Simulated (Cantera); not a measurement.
Input: 1 mol MgSO4, 0.45 mol H2, 9 mol O2, at 27.0 Pa.

Cantera equilibrium calculation (NASA polynomials, part measured and part estimated; ideal gas, pure solids and liquids). Candidate condensed phases: H2O, H2SO4, Mg, MgO, Mg(OH)2, MgS, MgSO4, S; 26 gas species. Equilibrium is a limit: real reactors are often held back by kinetics, nucleation or transport.

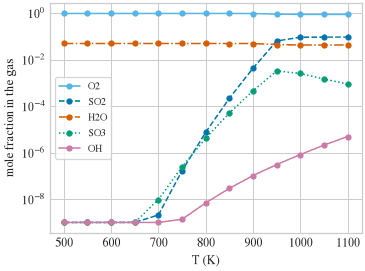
Figure: Equilibrium gas composition (values under 1e-9 drawn at 1e-9)

From 500 K to 750 K the condensed part is MgSO4(s). From 800 K to 950 K the condensed part is MgO(s) + MgSO4(s). From 1000 K to 1100 K the condensed part is MgO(s).
